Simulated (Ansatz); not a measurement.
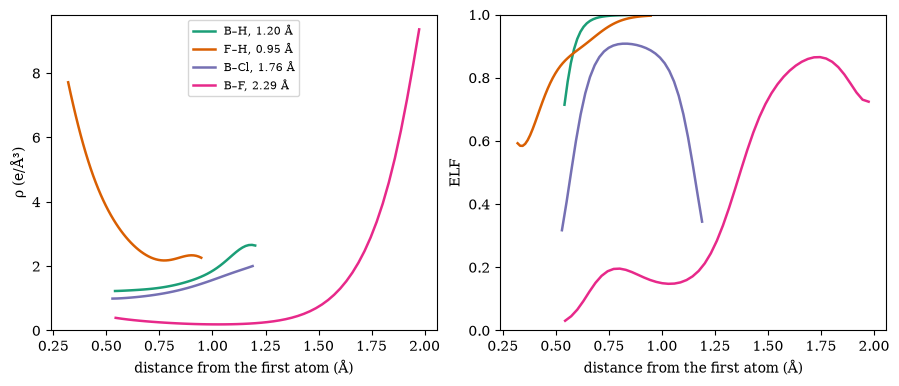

*BCl₂H···HF. Electron density and electron localisation function along straight lines between neighbouring atoms. The curves leave out the atomic cores.*

Computed with RKS PBE/6-31G* in Ansatz.

```tsv
atom	x (Å)	y (Å)	z (Å)
B	-0.2345	-0.1633	-0.6461
H	0.3796	0.8405	-0.8883
Cl	0.5426	-1.7203	-0.9226
Cl	-1.9796	-0.0580	-0.4276
H	0.8899	0.9469	1.3547
F	0.4020	0.1543	1.5298
```

Compare the contacts.

B–H (1.20 Å): ρ is about 1.2 e/Å³ halfway; the ELF climbs to about 1 towards the hydrogen, as it does in any bond to H: an ordinary covalent bond to hydrogen.
F–H (0.95 Å): the density is about 4.2 e/Å³ at the midpoint; the ELF climbs to about 1 towards the hydrogen: a covalent bond by its length.
B–Cl (1.76 Å): ρ is about 1.3 e/Å³ halfway; the ELF peaks at about 0.90 between the atoms (a polar covalent bond).
B1···F6 (2.29 Å): the density falls to about 0.19 e/Å³ on the way; the ELF is about 0.15 at the midpoint.
